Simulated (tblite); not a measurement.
**Run report: C2H10BN3Si, geometry relaxation (part 1 of 2)**

System: C2H10BN3Si.
Method: GFN2-xTB geometry optimisation, gas phase (tblite 0.8.0).

It belongs to a series of runs on one base structure; here: H on Si replaced by NH2.

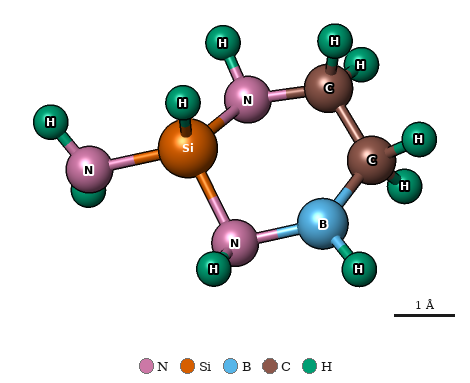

Fig. 1: The input geometry (ball-and-stick view, seen at a tilt).

### Key numbers

| quantity | value |
| --- | --- |
| outcome | converged |
| total energy | −576.9196 eV |
| hardware | 1 CPU thread, shared host |
| wall time | 1 s |
| peak memory | 0.18 GiB |

### Input file
```
{"job": {"kind": "relax", "xc": "GFN2-xTB", "basis": "xTB"}, "charge": 0, "multiplicity": 1}
N      2.783900    -0.481300     0.948500
Si     1.215800    -0.239000     0.114500
N      0.200800    -1.660400     0.548700
B     -1.203400    -1.283900     0.104600
C     -1.881000     0.106500     0.226000
C     -0.999400     1.295700     0.145200
N      0.301700     1.169200     0.742400
H      2.720200    -0.333500     1.977500
H      3.547100     0.117800     0.598300
H      1.447800    -0.144300    -1.314700
H      0.518300    -2.495100    -0.003600
H     -1.904700    -2.203400    -0.212900
H     -2.601400     0.185600    -0.630000
H     -2.521300     0.179100     1.127100
H     -0.967400     1.648300    -0.914000
H     -1.515800     2.125200     0.708500
H      0.851800     2.025500     0.473100
```

The first line tells a small driver script what to run in tblite; the rest is the geometry in Å.

Run as:
```bash
OMP_NUM_THREADS=1 python <driver script> task.json out
```

### Log
```
step      E/eV     max force
  0    -575.69628    3.496
  1    -576.19899    2.391
  2    -576.41049    1.188
  3    -576.49538    0.855
  4    -576.58537    0.751
  5    -576.62387    0.604
  6    -576.66063    0.735
  7    -576.69932    0.585
  8    -576.72449    0.330
  9    -576.74334    0.298
 10    -576.75776    0.269
 11    -576.77196    0.360
 12    -576.78790    0.340
 13    -576.80273    0.261
 14    -576.81200    0.216
 15    -576.81866    0.239
 16    -576.82441    0.189
 17    -576.82796    0.111
 18    -576.82991    0.102
 19    -576.83159    0.119
 20    -576.83401    0.134
 21    -576.83740    0.177
 22    -576.84131    0.182
 23    -576.84518    0.171
 24    -576.84878    0.180
 25    -576.85243    0.193
 26    -576.85652    0.168
 27    -576.86065    0.156
 28    -576.86444    0.155
 29    -576.86815    0.210
 30    -576.87160    0.188
 31    -576.87469    0.140
 32    -576.87717    0.124
 33    -576.87904    0.119
 34    -576.88081    0.128
 35    -576.88283    0.112
 36    -576.88474    0.116
 37    -576.88640    0.097
 38    -576.88772    0.085
 39    -576.88880    0.089
 40    -576.88970    0.080
 41    -576.89042    0.067
 42    -576.89103    0.066
 43    -576.89176    0.082
 44    -576.89276    0.091
 45    -576.89410    0.097
 46    -576.89560    0.104
 47    -576.89696    0.109
 48    -576.89823    0.106
 49    -576.89986    0.094
 50    -576.90215    0.149
 51    -576.90484    0.153
 52    -576.90703    0.089
 53    -576.90831    0.073
 54    -576.90907    0.090
 55    -576.90994    0.103
 56    -576.91094    0.083
 57    -576.91240    0.076
 58    -576.91285    0.059
 59    -576.91336    0.053
 60    -576.91374    0.053
 61    -576.91425    0.068
 62    -576.91474    0.061
 63    -576.91512    0.041
 64    -576.91540    0.040
 65    -576.91569    0.036
 66    -576.91599    0.035
 67    -576.91624    0.031
 68    -576.91641    0.036
 69    -576.91656    0.040
 70    -576.91672    0.036
 71    -576.91690    0.032
 72    -576.91708    0.028
 73    -576.91726    0.039
 74    -576.91749    0.039
 75    -576.91776    0.032
 76    -576.91798    0.028
 77    -576.91814    0.026
 78    -576.91829    0.032
 79    -576.91847    0.031
 80    -576.91869    0.031
 81    -576.91888    0.027
 82    -576.91899    0.024
 83    -576.91907    0.020
 84    -576.91917    0.021
 85    -576.91926    0.020
 86    -576.91933    0.018
 87    -576.91938    0.017
 88    -576.91943    0.018
 89    -576.91951    0.021
 90    -576.91957    0.015
 91    -576.91960    0.009
```

### Trajectory as extended XYZ (Å, eV, eV/Å), 29 of the 92 frames kept, from step=0 to step=91
```
17
Properties=species:S:1:pos:R:3:forces:R:3 step=0 energy=-575.69628
N     2.7839   -0.4813    0.9485   -0.7160   0.9590   0.1420
Si    1.2158   -0.2390    0.1145    0.3250  -0.3570   2.1020
N     0.2008   -1.6604    0.5487   -1.2590   1.4050  -2.9430
B    -1.2034   -1.2839    0.1046    1.4640  -2.3480   1.1690
C    -1.8810    0.1065    0.2260   -1.2230  -0.5520  -0.3930
C    -0.9994    1.2957    0.1452   -0.5900   2.4980   0.2380
N     0.3017    1.1692    0.7424    1.9170  -0.2850  -1.3750
H     2.7202   -0.3335    1.9775    0.0780  -0.2380  -1.1800
H     3.5471    0.1178    0.5983   -0.6950  -0.5320   0.3080
H     1.4478   -0.1443   -1.3147    0.2110  -0.0320  -0.3260
H     0.5183   -2.4951   -0.0036   -0.4100   0.8720   1.2940
H    -1.9047   -2.2034   -0.2129    0.3370   0.3000  -0.0110
H    -2.6014    0.1856   -0.6300    0.2900  -0.0790   0.6280
H    -2.5213    0.1791    1.1271    0.3670  -0.2950  -0.2820
H    -0.9674    1.6483   -0.9140    0.2740  -0.1980   0.3280
H    -1.5158    2.1252    0.7085    0.3640  -0.2260  -0.4240
H     0.8518    2.0255    0.4731   -0.7340  -0.8940   0.7260
17
Properties=species:S:1:pos:R:3:forces:R:3 step=3 energy=-576.49538
N     2.7490   -0.4465    0.9478   -0.0070  -0.0730   0.0770
Si    1.2312   -0.2418    0.1717    0.0090   0.3390  -0.7850
N     0.1621   -1.5882    0.4136   -0.0360   0.3680  -0.5620
B    -1.1861   -1.3523    0.1507   -0.6840   0.4610  -0.0360
C    -1.8901    0.0884    0.2193    0.2070   0.0010   0.0920
C    -1.0097    1.3429    0.1501    0.0630  -0.4200  -0.0290
N     0.3426    1.1462    0.6780   -0.3810   0.1350  -0.1690
H     2.7240   -0.3451    1.9450    0.0190  -0.1180   0.3150
H     3.5196    0.0978    0.6060    0.0260   0.0290  -0.1680
H     1.4608   -0.1512   -1.3086    0.2550  -0.1420   0.3040
H     0.5053   -2.4655    0.0611    0.1590  -0.1980   0.4290
H    -1.8901   -2.2047   -0.2129   -0.0910  -0.4700   0.0500
H    -2.5986    0.1773   -0.6113   -0.0210  -0.1660   0.0780
H    -2.5076    0.1601    1.1197    0.0900  -0.2130   0.0530
H    -0.9529    1.6465   -0.9027    0.0620   0.1090  -0.0420
H    -1.5054    2.1405    0.7053    0.1600   0.2150   0.0800
H     0.8389    2.0077    0.5068    0.1700   0.1430   0.3150
17
Properties=species:S:1:pos:R:3:forces:R:3 step=6 energy=-576.66063
N     2.7317   -0.4369    0.9568   -0.0290   0.0070   0.0240
Si    1.2401   -0.2075    0.1245   -0.0400  -0.0780   0.1500
N     0.1355   -1.5334    0.2874    0.0200  -0.1090   0.0550
B    -1.2362   -1.3489    0.1542    0.2020  -0.1800  -0.4550
C    -1.8858    0.0871    0.2250   -0.2270   0.0660  -0.0320
C    -1.0137    1.3369    0.1440    0.0040   0.2390  -0.0620
N     0.3341    1.1518    0.6417    0.1630   0.0810   0.2700
H     2.7271   -0.3647    1.9624   -0.0240  -0.0520  -0.0270
H     3.5088    0.0897    0.5925   -0.0210  -0.0590   0.0360
H     1.5066   -0.1686   -1.2949    0.4420   0.0110  -0.5870
H     0.5118   -2.4593    0.1456    0.0040   0.0830   0.1480
H    -1.8956   -2.2561   -0.1986   -0.1400  -0.0930   0.3010
H    -2.6021    0.1559   -0.5945   -0.1670   0.0280  -0.0340
H    -2.4930    0.1287    1.1281   -0.0280   0.0090   0.1970
H    -0.9456    1.6574   -0.9038   -0.1740   0.0320  -0.1240
H    -1.4790    2.1620    0.7080    0.0790  -0.1250  -0.0680
H     0.8481    2.0179    0.5612   -0.0640   0.1380   0.2090
17
Properties=species:S:1:pos:R:3:forces:R:3 step=10 energy=-576.75776
N     2.7123   -0.4334    0.9610   -0.0160  -0.0630  -0.0740
Si    1.2464   -0.1910    0.0863    0.0590   0.0640  -0.2480
N     0.1281   -1.5142    0.2215    0.0910  -0.0790   0.0880
B    -1.2446   -1.3606    0.0840   -0.0080   0.1290   0.1320
C    -1.9049    0.0894    0.2195    0.0950  -0.0430  -0.1230
C    -1.0112    1.3464    0.1309   -0.0630  -0.1310   0.0080
N     0.3432    1.1627    0.6492   -0.0830  -0.0700  -0.2350
H     2.7221   -0.3862    1.9675   -0.1000  -0.0170  -0.0550
H     3.4995    0.0727    0.5939    0.0580  -0.0370   0.0590
H     1.6158   -0.1768   -1.3567    0.1180   0.0600   0.2340
H     0.5198   -2.4440    0.2235    0.0100   0.0670  -0.0570
H    -1.9242   -2.3028   -0.1315    0.0100   0.1110   0.1560
H    -2.6424    0.1563   -0.5856   -0.1140   0.1910   0.1220
H    -2.4794    0.1104    1.1573    0.1790  -0.0070  -0.1770
H    -0.9693    1.6689   -0.9230    0.0050  -0.0510   0.0790
H    -1.4581    2.1667    0.7036   -0.1040  -0.0190  -0.0220
H     0.8400    2.0474    0.6381   -0.1380  -0.1060   0.1140
17
Properties=species:S:1:pos:R:3:forces:R:3 step=13 energy=-576.80273
N     2.6979   -0.4398    0.9465    0.1640  -0.1010   0.0250
Si    1.2581   -0.1848    0.0460   -0.0260   0.0760  -0.0420
N     0.1414   -1.5045    0.2156   -0.1470   0.0050  -0.0900
B    -1.2344   -1.3583    0.0665   -0.0220   0.1260   0.2280
C    -1.9018    0.0816    0.1926   -0.0960   0.1970   0.0010
C    -1.0168    1.3374    0.1240   -0.1180   0.1130  -0.1550
N     0.3398    1.1492    0.6157   -0.1260   0.0380   0.0010
H     2.6986   -0.3992    1.9499   -0.1730  -0.0560   0.1100
H     3.5033    0.0537    0.6114    0.1480   0.0270  -0.0770
H     1.6975   -0.1665   -1.3627    0.0320   0.0400   0.0270
H     0.5279   -2.4322    0.2448    0.0820  -0.0640  -0.0530
H    -1.9368   -2.2959   -0.0624    0.0700   0.0030   0.0430
H    -2.6890    0.1962   -0.5632    0.0950   0.0030   0.0530
H    -2.4421    0.1030    1.1449    0.0860  -0.1420   0.0530
H    -0.9848    1.6654   -0.9238    0.0220   0.0560  -0.1060
H    -1.4717    2.1627    0.6973    0.0290  -0.2130  -0.0490
H     0.8061    2.0440    0.6964   -0.0200  -0.1090   0.0310
17
Properties=species:S:1:pos:R:3:forces:R:3 step=16 energy=-576.82441
N     2.7032   -0.4505    0.9411   -0.0290   0.0200  -0.0060
Si    1.2642   -0.1760    0.0271    0.0500  -0.0800   0.1440
N     0.1404   -1.4985    0.1947    0.0780   0.0710  -0.0350
B    -1.2373   -1.3463    0.0808    0.0130  -0.0530  -0.0110
C    -1.9062    0.0925    0.1820    0.0020  -0.0730   0.0660
C    -1.0273    1.3413    0.1032    0.0680   0.0010  -0.0670
N     0.3257    1.1441    0.5963    0.0270  -0.0370   0.0490
H     2.6684   -0.4129    1.9483   -0.0500  -0.0250  -0.0740
H     3.5172    0.0439    0.6147   -0.0190  -0.0570   0.0740
H     1.7444   -0.1573   -1.3638   -0.0180   0.0430  -0.0430
H     0.5366   -2.4242    0.2529   -0.0320   0.0460  -0.0910
H    -1.9346   -2.2925   -0.0208    0.0390   0.0350   0.0690
H    -2.7064    0.2150   -0.5490   -0.0380  -0.0570  -0.0610
H    -2.4147    0.0835    1.1485   -0.0160   0.0070   0.1430
H    -0.9905    1.6726   -0.9402   -0.0270   0.0900  -0.1640
H    -1.4777    2.1456    0.6914   -0.0610   0.0780   0.0040
H     0.7875    2.0316    0.7322    0.0130  -0.0100   0.0030
17
Properties=species:S:1:pos:R:3:forces:R:3 step=20 energy=-576.83401
N     2.7033   -0.4574    0.9394    0.0010  -0.0420   0.0270
Si    1.2721   -0.1754    0.0275   -0.0400   0.0870  -0.0870
N     0.1473   -1.4899    0.1849   -0.0420  -0.0570  -0.0340
B    -1.2320   -1.3439    0.0853    0.0060   0.0300   0.0120
C    -1.9091    0.0908    0.1856    0.0100   0.0630  -0.0030
C    -1.0279    1.3441    0.0866   -0.0560   0.0170   0.0220
N     0.3210    1.1384    0.5935   -0.0310   0.0840  -0.0360
H     2.6475   -0.4237    1.9426   -0.0040  -0.0330   0.0800
H     3.5247    0.0315    0.6299    0.0340  -0.0100   0.0350
H     1.7564   -0.1440   -1.3646   -0.0280   0.0370  -0.0060
H     0.5371   -2.4173    0.2341    0.0180  -0.0090  -0.0750
H    -1.9283   -2.2886    0.0102    0.0090  -0.0480   0.0380
H    -2.7158    0.2095   -0.5451    0.0260  -0.0840   0.0850
H    -2.4022    0.0813    1.1665    0.0390   0.0570  -0.0650
H    -0.9971    1.6856   -0.9636    0.0080  -0.0740   0.1120
H    -1.4865    2.1472    0.6803    0.0490  -0.0030  -0.1000
H     0.7825    2.0238    0.7464    0.0030  -0.0150  -0.0050
17
Properties=species:S:1:pos:R:3:forces:R:3 step=23 energy=-576.84518
N     2.6957   -0.4724    0.9433   -0.0200   0.0280   0.0570
Si    1.2781   -0.1589    0.0140   -0.0470  -0.0410   0.0770
N     0.1555   -1.4789    0.1564   -0.0270  -0.0750  -0.0710
B    -1.2246   -1.3398    0.0893   -0.0270  -0.0130   0.1250
C    -1.9068    0.0913    0.1942    0.0190   0.0390  -0.0100
C    -1.0352    1.3476    0.0689    0.0090   0.0440   0.0190
N     0.3120    1.1417    0.5807    0.0130   0.0600  -0.0040
H     2.6185   -0.4486    1.9467   -0.0240  -0.0540   0.0430
H     3.5366    0.0058    0.6676   -0.0320  -0.0150  -0.0140
H     1.7632   -0.1142   -1.3665    0.0500   0.0460  -0.1570
H     0.5395   -2.4089    0.1861    0.0770  -0.0140  -0.0530
H    -1.9159   -2.2941    0.0670    0.0260   0.0120  -0.0150
H    -2.7272    0.1757   -0.5226   -0.0180   0.0330   0.0400
H    -2.3781    0.0966    1.1845    0.0060   0.0250  -0.0510
H    -1.0058    1.6902   -0.9783    0.0300  -0.1670  -0.0140
H    -1.4918    2.1631    0.6419    0.0100   0.0040   0.0410
H     0.7795    2.0158    0.7663   -0.0450   0.0870  -0.0130
17
Properties=species:S:1:pos:R:3:forces:R:3 step=26 energy=-576.85652
N     2.6820   -0.4823    0.9553   -0.0830   0.0470   0.0030
Si    1.2791   -0.1470    0.0042    0.0620  -0.0230  -0.0720
N     0.1602   -1.4773    0.1154    0.0670   0.0570  -0.0140
B    -1.2207   -1.3376    0.1120    0.0440  -0.0300   0.0090
C    -1.9014    0.0958    0.2020   -0.0200  -0.0720   0.0720
C    -1.0404    1.3546    0.0550    0.0710  -0.0630  -0.0200
N     0.3069    1.1535    0.5665    0.0820  -0.0440   0.0480
H     2.5868   -0.4824    1.9585   -0.0170  -0.0370  -0.0150
H     3.5415   -0.0223    0.7029   -0.1000  -0.0160  -0.0090
H     1.7771   -0.0775   -1.3859   -0.0130   0.0210   0.0940
H     0.5546   -2.4035    0.1309    0.0400  -0.0130  -0.0460
H    -1.9012   -2.2986    0.1216   -0.0320   0.0260  -0.0050
H    -2.7413    0.1494   -0.4932    0.0080   0.1180  -0.0380
H    -2.3538    0.1162    1.1954   -0.0720   0.0060   0.1200
H    -1.0093    1.6673   -0.9960    0.0210  -0.0740  -0.1490
H    -1.4954    2.1811    0.6105   -0.0140   0.0070   0.0580
H     0.7685    2.0226    0.7846   -0.0440   0.0900  -0.0350
17
Properties=species:S:1:pos:R:3:forces:R:3 step=29 energy=-576.86815
N     2.6594   -0.4862    0.9697   -0.0150  -0.0400  -0.0190
Si    1.2837   -0.1381   -0.0078   -0.0280   0.1210  -0.0170
N     0.1728   -1.4757    0.0818   -0.0050   0.0340   0.0000
B    -1.2084   -1.3389    0.1387    0.0110   0.0290  -0.0830
C    -1.8987    0.0942    0.2225    0.0030   0.0230   0.0770
C    -1.0364    1.3536    0.0412   -0.0200  -0.0850  -0.0040
N     0.3119    1.1628    0.5624   -0.0660   0.0040  -0.0260
H     2.5545   -0.5195    1.9703   -0.0390  -0.0120  -0.0030
H     3.5322   -0.0486    0.7343   -0.0140   0.0340  -0.0140
H     1.7795   -0.0375   -1.3944    0.0280  -0.0040   0.0840
H     0.5753   -2.4007    0.0610   -0.0250   0.0690  -0.0100
H    -1.8900   -2.2970    0.1657   -0.0280  -0.0200   0.0120
H    -2.7466    0.1405   -0.4698    0.1050   0.0720   0.0390
H    -2.3447    0.1398    1.2202   -0.0310  -0.0270   0.0530
H    -1.0070    1.6268   -1.0276    0.0190  -0.0430   0.0980
H    -1.4975    2.1938    0.5850    0.0950  -0.1310  -0.1340
H     0.7530    2.0425    0.7863    0.0100  -0.0250  -0.0520
17
Properties=species:S:1:pos:R:3:forces:R:3 step=32 energy=-576.87717
N     2.6394   -0.4934    0.9768    0.0550  -0.0340  -0.0110
Si    1.2859   -0.1185   -0.0186   -0.0230  -0.0660   0.1020
N     0.1811   -1.4642    0.0514   -0.1020   0.0300  -0.0090
B    -1.1998   -1.3380    0.1470   -0.0570  -0.0150  -0.0080
C    -1.8965    0.0923    0.2476    0.0180  -0.0160  -0.0040
C    -1.0343    1.3406    0.0292    0.0040  -0.0020   0.0350
N     0.3098    1.1700    0.5558    0.0150   0.0380   0.0440
H     2.5229   -0.5502    1.9756   -0.0360   0.0050  -0.0430
H     3.5210   -0.0654    0.7570   -0.0070   0.0320   0.0160
H     1.7926   -0.0078   -1.3904    0.0840   0.0110  -0.0590
H     0.5879   -2.3871    0.0112   -0.0240   0.0850  -0.0010
H    -1.8845   -2.2975    0.2043    0.0590   0.0230  -0.0200
H    -2.7402    0.1459   -0.4466    0.0000  -0.0090   0.0430
H    -2.3398    0.1511    1.2481    0.0370  -0.0310  -0.0300
H    -1.0036    1.5912   -1.0433   -0.0010  -0.0730   0.0360
H    -1.4891    2.1895    0.5499   -0.0350   0.0480  -0.0410
H     0.7403    2.0535    0.7846    0.0130  -0.0280  -0.0500
17
Properties=species:S:1:pos:R:3:forces:R:3 step=36 energy=-576.88474
N     2.6255   -0.5139    0.9819    0.0010  -0.0350  -0.0240
Si    1.2890   -0.1061   -0.0242    0.0450   0.0500  -0.0950
N     0.1733   -1.4418    0.0058    0.0430   0.0170   0.0170
B    -1.2018   -1.3363    0.1575    0.0320   0.0280   0.0070
C    -1.8918    0.0896    0.2724   -0.0500   0.0510  -0.0050
C    -1.0330    1.3314    0.0201   -0.0020   0.0290  -0.0070
N     0.3098    1.1790    0.5546    0.0050  -0.0250   0.0390
H     2.4755   -0.5886    1.9747    0.0150   0.0030  -0.0120
H     3.5120   -0.0811    0.7939   -0.0120   0.0330   0.0310
H     1.8292    0.0317   -1.3925   -0.0030  -0.0200   0.1050
H     0.5963   -2.3541   -0.0490   -0.0300  -0.0510  -0.0090
H    -1.8661   -2.3007    0.2550   -0.0190  -0.0500  -0.0420
H    -2.7443    0.1410   -0.4073   -0.0880  -0.0060   0.0000
H    -2.3179    0.1579    1.2770    0.0180  -0.0160   0.0460
H    -1.0017    1.5361   -1.0601    0.0290  -0.0380  -0.0250
H    -1.4924    2.2029    0.4981   -0.0250   0.0070   0.0070
H     0.7314    2.0652    0.7816    0.0410   0.0230  -0.0350
17
Properties=species:S:1:pos:R:3:forces:R:3 step=39 energy=-576.88880
N     2.6254   -0.5272    0.9783    0.0050   0.0030  -0.0020
Si    1.2921   -0.1015   -0.0255   -0.0360   0.0390   0.0710
N     0.1717   -1.4320    0.0014    0.0330  -0.0220  -0.0130
B    -1.2031   -1.3326    0.1592    0.0000  -0.0020   0.0060
C    -1.8960    0.0923    0.2832   -0.0150  -0.0130   0.0020
C    -1.0305    1.3284    0.0220   -0.0320  -0.0150  -0.0180
N     0.3119    1.1795    0.5678   -0.0510   0.0440  -0.0300
H     2.4638   -0.5966    1.9697    0.0150  -0.0200   0.0120
H     3.5046   -0.0727    0.8064    0.0070   0.0250   0.0190
H     1.8396    0.0394   -1.3797    0.0370   0.0030  -0.0560
H     0.5911   -2.3447   -0.0703   -0.0110  -0.0530   0.0050
H    -1.8601   -2.3053    0.2512   -0.0040   0.0070  -0.0440
H    -2.7516    0.1434   -0.3950   -0.0520   0.0110   0.0540
H    -2.3132    0.1557    1.2925    0.0150   0.0170   0.0120
H    -0.9939    1.5044   -1.0639    0.0420   0.0200   0.0200
H    -1.4973    2.2080    0.4812    0.0410  -0.0220  -0.0170
H     0.7385    2.0734    0.7610    0.0060  -0.0190  -0.0230
17
Properties=species:S:1:pos:R:3:forces:R:3 step=42 energy=-576.89103
N     2.6253   -0.5322    0.9779    0.0060   0.0440   0.0260
Si    1.2907   -0.0956   -0.0213    0.0170  -0.0620  -0.0130
N     0.1739   -1.4312   -0.0017   -0.0290  -0.0120   0.0010
B    -1.2019   -1.3315    0.1609   -0.0030  -0.0170  -0.0300
C    -1.8997    0.0924    0.2891    0.0160  -0.0230   0.0140
C    -1.0327    1.3255    0.0209    0.0070  -0.0070  -0.0150
N     0.3083    1.1840    0.5714    0.0240  -0.0300  -0.0100
H     2.4609   -0.6040    1.9692    0.0100  -0.0330   0.0040
H     3.5005   -0.0654    0.8156   -0.0030   0.0160   0.0070
H     1.8472    0.0440   -1.3777   -0.0070   0.0060   0.0210
H     0.5875   -2.3472   -0.0815   -0.0030   0.0200   0.0130
H    -1.8578   -2.3070    0.2426    0.0050   0.0250  -0.0320
H    -2.7628    0.1454   -0.3811   -0.0070   0.0020   0.0590
H    -2.3089    0.1581    1.3017    0.0230   0.0110   0.0130
H    -0.9847    1.4895   -1.0645   -0.0110   0.0370  -0.0330
H    -1.4954    2.2096    0.4712   -0.0120   0.0170  -0.0120
H     0.7425    2.0777    0.7470   -0.0340   0.0070  -0.0110
```
